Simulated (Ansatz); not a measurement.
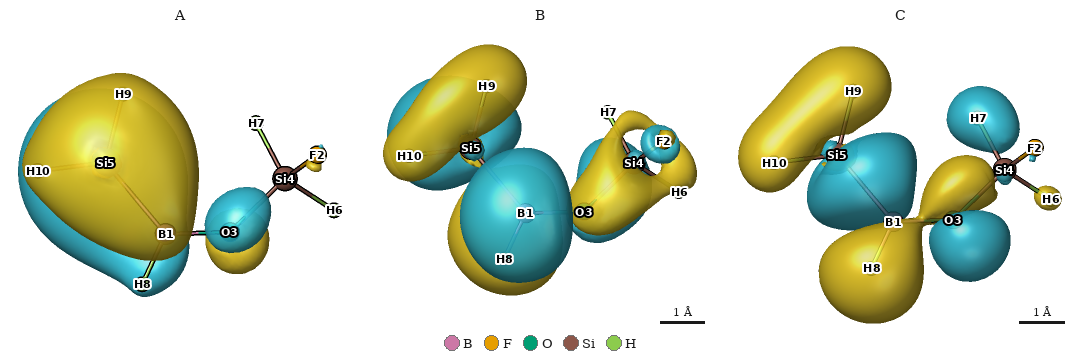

Figure 1: BFH5OSi2 (doublet). Three frontier orbitals at ±0.06 Å⁻³ᐟ² (yellow and cyan are the two phases), in no order.

Geometry: B3LYP/6-31G*.

Computed with isolated molecule in a Gaussian basis; Kohn-Sham density functional theory, functional PBE0 in Ansatz.

```yaml
atoms:
  - { symbol: B, position_ang: [-0.9726, -0.3145, 0.2823] }
  - { symbol: F, position_ang: [1.5467, -2.5712, -1.2445] }
  - { symbol: O, position_ang: [-0.6330, -1.1528, -0.7393] }
  - { symbol: Si, position_ang: [0.6409, -1.3548, -1.7760] }
  - { symbol: Si, position_ang: [0.0971, 1.2267, 0.9485] }
  - { symbol: H, position_ang: [0.0890, -1.7263, -3.0938] }
  - { symbol: H, position_ang: [1.4728, -0.1309, -1.8164] }
  - { symbol: H, position_ang: [-2.0364, -0.4908, 0.8065] }
  - { symbol: H, position_ang: [1.5245, 1.5062, 0.6406] }
  - { symbol: H, position_ang: [-0.3432, 1.9257, 2.1820] }
```

Which picture is the HOMO−1, the HOMO and the LUMO? All are α orbitals.

Answer. C is the HOMO−1 (α) (−8.17 eV). It lies mainly on Si5 (about 25 %), B1 (about 25 %), O3 (about 20 %), H8 (about 15 %) and H9 (about 5 %). A is the HOMO (α) (−6.14 eV). It lies mainly on Si5 (about 70 %) and B1 (about 15 %). B is the LUMO (α) (−0.97 eV). By Hirshfeld shares it lies mainly on B1 (about 40 %), Si5 (about 30 %), Si4 (about 10 %), O3 (about 5 %) and H8 (about 5 %); π-antibonding (π*) across B1–Si5.

What is the gap between the highest occupied and lowest empty α orbitals?

Answer. 5.17 eV between the orbital energies.
